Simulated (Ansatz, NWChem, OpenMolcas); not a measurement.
# A ladder of methods for BHF2 (SMILES FBF)

BHF2: 4 atoms, total charge 0, spin state singlet. SMILES: `FBF`. The coordinates come from a PBE0-D4/def2-TZVP relaxation.

| atom | x (Å) | y (Å) | z (Å) |
| --- | --- | --- | --- |
| F | 1.1543 | 0.4569 | -0.3619 |
| B | -0.0019 | -0.0310 | 0.0252 |
| F | -1.0954 | 0.5287 | -0.4389 |
| H | -0.0570 | -0.9546 | 0.7756 |

Each level gives the vertical energy of the triplet above the singlet (eV). The values are calculated.

| level | kind | program | value (eV) | less FCI/STO-3G | CPU time (all runs) |
| --- | --- | --- | --- | --- | --- |
| HF/STO-3G | Hartree–Fock | NWChem | 8.16 | -0.28 | 2.8 s |
| B3LYP/STO-3G | global hybrid | OpenMolcas | 7.63 | -0.81 | 11 s |
| BHLYP/STO-3G | global hybrid | Ansatz | 8.03 | -0.41 | 1.8 s |
| PBE0/STO-3G | global hybrid | OpenMolcas | 7.67 | -0.77 | 9.8 s |
| CAM-B3LYP/STO-3G | range-separated hybrid | Ansatz | 7.76 | -0.68 | 2 s |
| HSE06/STO-3G | range-separated hybrid | Ansatz | 7.66 | -0.78 | 2.1 s |
| CCSD(T)/STO-3G | coupled cluster or CI | Ansatz | 8.47 | +0.03 | 0.52 s |
| CCSD/STO-3G | coupled cluster or CI | Ansatz | 8.43 | -0.01 | 0.5 s |
| FCI/STO-3G | exact in the basis | Ansatz | 8.44 | 0.00 | 4 s |

FCI/STO-3G is exact within its basis and frozen core, so for wave-function methods in that basis the difference is their error; functionals converge differently with the basis, so for them it is only a difference. The values span 7.63 to 8.47 eV. A triplet this far above the singlet is often a Rydberg-like or dissociative state; sets without diffuse functions put Rydberg states too high. All rows use very small basis sets, so none should be taken for the real molecule's value. The upper state's dipole differs much between rows, so they may not all be the same state. In so small a basis fixed costs decide the times, and correlated methods can beat functionals. CPU times are rough (shared hosts, several kinds of processor and program).

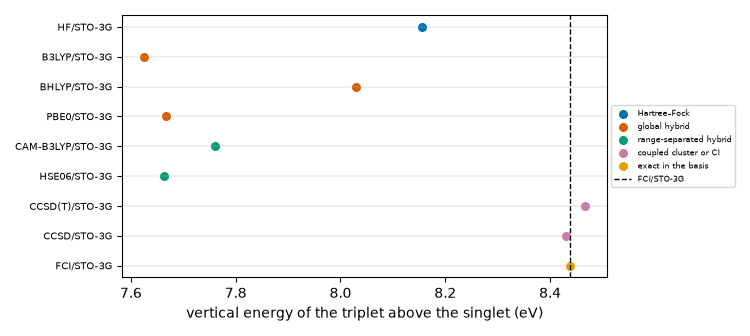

The values of the table, level by level.
